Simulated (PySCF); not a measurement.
**One shape, several levels: TiHOF3 (SMILES [OH][Ti]([F])([F])[F])**

Wanted: a comparison of 6 runs (HF/STO-3G, HF/def2-SVP, B3LYP/def2-SVP, PBE0/def2-SVP, TPSS/aug-cc-pVDZ, MP2/6-31G**) of TiHOF3. 

The results are computed with PySCF 2.14.0.

2 further runs of the same task are left out: 2 set aside as unsound or not needed.

## 1. The molecule

TiHOF3 has 6 atoms, charge 0, and is taken as a singlet. As SMILES, `[OH][Ti]([F])([F])[F]`. Geometry: relaxed at PBE0-D4/def2-TZVP.

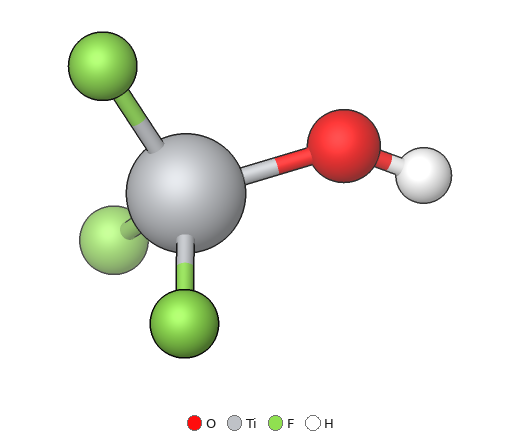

The structure, seen from a chosen angle (oxygen red, titanium light grey, fluorine green, hydrogen white).

## 2. Energy and gradient at HF/STO-3G (run 1)

start.xyz reads:

```xyz
6
F3HOTi
O     -0.850000     0.554100     0.860000
Ti     0.347100    -0.222700    -0.172700
F      1.621000    -0.884700     0.826900
F     -0.409700    -1.495500    -1.105300
F      1.008200     0.944500    -1.296700
H     -1.674500     1.040400     0.841700
```

input.py reads:

```python
# [OH][Ti]([F])([F])[F]
from pyscf import gto, scf

system = gto.M(
    atom='start.xyz',
    max_memory=1860,
    basis='sto-3g',
    verbose=4,
)

myscf = scf.RHF(system)
myscf.conv_tol = 1e-10
myscf.kernel()
if not myscf.converged:
    myscf = myscf.newton().run(myscf.mo_coeff, myscf.mo_occ)

e_tot = myscf.e_tot
print('Final energy', e_tot)
grad = myscf.nuc_grad_method().kernel()
myscf.analyze()
```

Run with:

```bash
$ OMP_NUM_THREADS=1 python input.py
```

The log of the run:

```text
PySCF version 2.14.0

[... 59 lines left out ...]
Final energy -1208.743422865955
[... 17 lines left out ...]
Two-electron Coulomb Energy =          868.977992114747622
[... 6 lines left out ...]
MO #4   energy= -25.8995375412457  occ= 2
[... 4 lines left out ...]
MO #9   energy= -18.0184286735497  occ= 2
[... 4 lines left out ...]
MO #14  energy= -1.42995625539384  occ= 2
[... 4 lines left out ...]
MO #19  energy= -0.498861344474773 occ= 2
[... 4 lines left out ...]
MO #24  energy= -0.482544194527704 occ= 2
[... 4 lines left out ...]
MO #29  energy= -0.385517904653783 occ= 2
[... 4 lines left out ...]
MO #34  energy= 0.378786665027993  occ= 0
[... 4 lines left out ...]
MO #39  energy= 0.885568816877764  occ= 0
[... 9 lines left out ...]
pop of  1 Ti 3s           1.99872
pop of  1 Ti 4s           0.54576
pop of  1 Ti 2px          1.99999
pop of  1 Ti 2py          1.99999
pop of  1 Ti 2pz          1.99999
pop of  1 Ti 3px          1.99754
pop of  1 Ti 3py          1.99752
pop of  1 Ti 3pz          1.99755
pop of  1 Ti 4px          0.12943
pop of  1 Ti 4py          0.13065
pop of  1 Ti 4pz          0.11422
pop of  1 Ti 3dxy         0.40509
pop of  1 Ti 3dyz         0.41587
pop of  1 Ti 3dz^2        0.32053
pop of  1 Ti 3dxz         0.40515
pop of  1 Ti 3dx2-y2      0.35770
pop of  2 F 1s            1.99994
pop of  2 F 2s            1.90917
pop of  2 F 2px           1.77250
pop of  2 F 2py           1.82137
pop of  2 F 2pz           1.79796
pop of  3 F 1s            1.99994
pop of  3 F 2s            1.90892
pop of  3 F 2px           1.81500
pop of  3 F 2py           1.77255
pop of  3 F 2pz           1.80353
pop of  4 F 1s            1.99994
pop of  4 F 2s            1.90892
pop of  4 F 2px           1.82206
pop of  4 F 2py           1.78234
pop of  4 F 2pz           1.78663
pop of  5 H 1s            0.83066
 ** Mulliken atomic charges  **
charge of    0O =     -0.45295
charge of    1Ti =      1.18437
charge of    2F =     -0.30093
charge of    3F =     -0.29994
charge of    4F =     -0.29990
charge of    5H =      0.16934
Dipole moment(X, Y, Z, Debye): -1.35561,  0.81514,  0.18942
```

It took 6.3 s on 1 thread of Intel Xeon at 2.50GHz (Skylake/Cascade Lake), shared host; peak memory 0.12 GiB.

## 3. Energy and gradient at HF/def2-SVP (run 2)

Edit start.xyz of step 2 so:

```diff
@@ -1,3 +1,3 @@
 6
-F3HOTi
+
 O     -0.850000     0.554100     0.860000
```

input.py reads:

```python
# [OH][Ti]([F])([F])[F]
from pyscf import gto, scf

mol = gto.Mole()
mol.atom = 'start.xyz'
mol.max_memory = 1860
mol.basis = 'def2-svp'
mol.verbose = 4
mol.build()

hf = scf.RHF(mol)
hf.conv_tol = 1e-10
hf.kernel()
if not hf.converged:
    hf = hf.newton().run(hf.mo_coeff, hf.mo_occ)

e_final = hf.e_tot
print(f'total energy: {e_final:.8f} hartree')
grad = hf.nuc_grad_method().kernel()
hf.analyze()
```

Run with:

```bash
$ OMP_NUM_THREADS=1 python input.py
```

The log of the run:

```text
PySCF version 2.14.0

[... 66 lines left out ...]
converged SCF energy = -1221.99582893519
[... 23 lines left out ...]
MO #2   energy= -26.2950178351632  occ= 2
[... 8 lines left out ...]
MO #11  energy= -2.05984866265665  occ= 2
[... 8 lines left out ...]
MO #20  energy= -0.698020143725933 occ= 2
[... 8 lines left out ...]
MO #29  energy= -0.557656179697677 occ= 2
[... 8 lines left out ...]
MO #38  energy= 0.316575041883648  occ= 0
[... 8 lines left out ...]
MO #47  energy= 1.20140353777438   occ= 0
[... 8 lines left out ...]
MO #56  energy= 1.55287732800959   occ= 0
[... 8 lines left out ...]
MO #65  energy= 1.86836480307014   occ= 0
[... 8 lines left out ...]
MO #74  energy= 3.03769919029927   occ= 0
[... 8 lines left out ...]
MO #83  energy= 3.4853433522326    occ= 0
[... 8 lines left out ...]
MO #92  energy= 4.12881683295019   occ= 0
[... 62 lines left out ...]
pop of  3 F 2s            1.90848
pop of  3 F 3s            0.00303
pop of  3 F 2px           1.88812
pop of  3 F 2py           1.85237
pop of  3 F 2pz           1.87514
pop of  3 F 3px           0.00179
pop of  3 F 3py           0.00226
pop of  3 F 3pz           0.00184
pop of  3 F 3dxy          0.00061
pop of  3 F 3dyz          0.00069
pop of  3 F 3dz^2         0.00053
pop of  3 F 3dxz          0.00040
pop of  3 F 3dx2-y2       0.00061
pop of  4 F 1s            1.99999
pop of  4 F 2s            1.90849
pop of  4 F 3s            0.00303
pop of  4 F 2px           1.88932
pop of  4 F 2py           1.86354
pop of  4 F 2pz           1.86281
pop of  4 F 3px           0.00175
pop of  4 F 3py           0.00211
pop of  4 F 3pz           0.00204
pop of  4 F 3dxy          0.00050
pop of  4 F 3dyz          0.00073
pop of  4 F 3dz^2         0.00064
pop of  4 F 3dxz          0.00047
pop of  4 F 3dx2-y2       0.00050
pop of  5 H 1s            0.61783
pop of  5 H 2s            0.01543
pop of  5 H 2px           0.00191
pop of  5 H 2py           0.00138
pop of  5 H 2pz           0.00116
 ** Mulliken atomic charges  **
charge of    0O =     -0.75992
charge of    1Ti =      2.00259
charge of    2F =     -0.53320
charge of    3F =     -0.53586
charge of    4F =     -0.53591
charge of    5H =      0.36229
Dipole moment(X, Y, Z, Debye): -2.29583,  1.39880,  0.60385
```

Run time: 24 s. Hardware: 1 thread of Intel Xeon at 2.50GHz (Skylake/Cascade Lake), shared host; peak memory 0.19 GiB.

Runs 3 to 5 aren't shown in full; the table further down has their settings and results.

## 4. Energy and gradient at MP2/6-31G(d,p) (spherical functions) (run 6)

calc.py reads:

```python
from pyscf import gto, mp

molecule = gto.M(
    atom='''
O     -1.606267     1.047097     1.625164
Ti     0.655924    -0.420842    -0.326356
F      3.063246    -1.671841     1.562615
F     -0.774221    -2.826085    -2.088714
F      1.905222     1.784846    -2.450408
H     -3.164346     1.966071     1.590582
''',
    basis='6-31g**',
    unit='bohr',
    charge=0,
    max_memory=1860,
    verbose=4,
)

myscf = molecule.RHF()
myscf.conv_tol = 1e-10
myscf.kernel()
if not myscf.converged:
    myscf = myscf.newton().run(myscf.mo_coeff, myscf.mo_occ)

pt = mp.MP2(myscf, frozen=9).run()
etot = pt.e_tot
print(f'total energy: {etot:.8f} hartree')
grad = pt.nuc_grad_method().kernel()
dip = myscf.dip_moment()
pop, q = myscf.mulliken_pop()
```

Run with:

```bash
$ OMP_NUM_THREADS=1 python calc.py
```

The log of the run:

```text
PySCF version 2.14.0

[... 64 lines left out ...]
converged SCF energy = -1222.35696179353
[... 8 lines left out ...]
total energy: -1223.39054779 hartree
[... 9 lines left out ...]
Dipole moment(X, Y, Z, Debye): -2.18278,  1.32486,  0.49891
[... 63 lines left out ...]
pop of  3 F 1s            1.99786
pop of  3 F 2s            0.92092
pop of  3 F 3s            1.07362
pop of  3 F 2px           1.09850
pop of  3 F 2py           1.08339
pop of  3 F 2pz           1.09321
pop of  3 F 3px           0.77680
pop of  3 F 3py           0.75965
pop of  3 F 3pz           0.77219
pop of  3 F 3dxy          0.00172
pop of  3 F 3dyz          0.00182
pop of  3 F 3dz^2         0.00185
pop of  3 F 3dxz          0.00117
pop of  3 F 3dx2-y2       0.00204
pop of  4 F 1s            1.99786
pop of  4 F 2s            0.92092
pop of  4 F 3s            1.07361
pop of  4 F 2px           1.09853
pop of  4 F 2py           1.08860
pop of  4 F 2pz           1.08795
pop of  4 F 3px           0.77923
pop of  4 F 3py           0.76381
pop of  4 F 3pz           0.76567
pop of  4 F 3dxy          0.00150
pop of  4 F 3dyz          0.00180
pop of  4 F 3dz^2         0.00222
pop of  4 F 3dxz          0.00141
pop of  4 F 3dx2-y2       0.00166
pop of  5 H 1s            0.46434
pop of  5 H 2s            0.09673
pop of  5 H 2px           0.02212
pop of  5 H 2py           0.01395
pop of  5 H 2pz           0.00940
 ** Mulliken atomic charges  **
charge of    0O =     -0.85754
charge of    1Ti =      2.21658
charge of    2F =     -0.58301
charge of    3F =     -0.58472
charge of    4F =     -0.58477
charge of    5H =      0.39346
```

Wall time 70 s (1 thread of Intel Xeon at 2.50GHz (Skylake/Cascade Lake), shared host); peak memory 1 GiB.

## 5. Overview of the runs

```
run                              level  integration grid  frozen core orbitals   energy (Eh)  dipole moment (D) of the reference  HOMO energy (eV)  LUMO energy (eV)  wall time
  1                          HF/STO-3G                 –                     –  -1208.743423                                1.59            -10.49              9.43      6.3 s
  2                        HF/def2-SVP                 –                     –  -1221.995829                                2.76            -15.17              1.46       24 s
  3                     B3LYP/def2-SVP                 5                     –  -1224.709034                                2.56             -9.99             -2.72       68 s
  4                      PBE0/def2-SVP                 5                     –  -1224.124549                                2.59            -10.37             -2.52       68 s
  5                   TPSS/aug-cc-pVDZ                 5                     –  -1225.261224                                2.40             -8.90             -3.54      6 min
  6  MP2/6-31G** (spherical functions)                 –                     9  -1223.390548                                2.60            -14.90              1.80       70 s
```

## 6. Summary of results

```
                                          quantity           value
                               run 6: total energy  -1223.39055 Eh
       run 6: dipole moment (Hartree–Fock density)          2.60 D
        run 6: HOMO energy (Hartree–Fock orbitals)       -14.90 eV
        run 6: LUMO energy (Hartree–Fock orbitals)         1.80 eV
      run 6: HOMO–LUMO gap (Hartree–Fock orbitals)        16.70 eV
run 6: correlation energy (9 core orbitals frozen)     -1033.6 mEh
                   run 6: largest force on an atom      0.579 eV/Å
```

**Reading.** Over runs 1, 2, 3, 4, 5 the dipole moment (its size) runs from 1.59 D (HF/STO-3G) to 2.76 D (HF/def2-SVP). Over runs 1, 2, 3, 4, 5 the HOMO–LUMO gap runs from 5.36 eV (TPSS/aug-cc-pVDZ) to 19.92 eV (HF/STO-3G). The two ends differ in method and basis. Totals of different functionals can't be ranked against each other. In run 1 the basis is minimal, so the values are rough. All runs together took 10 min, the longest 6 min.
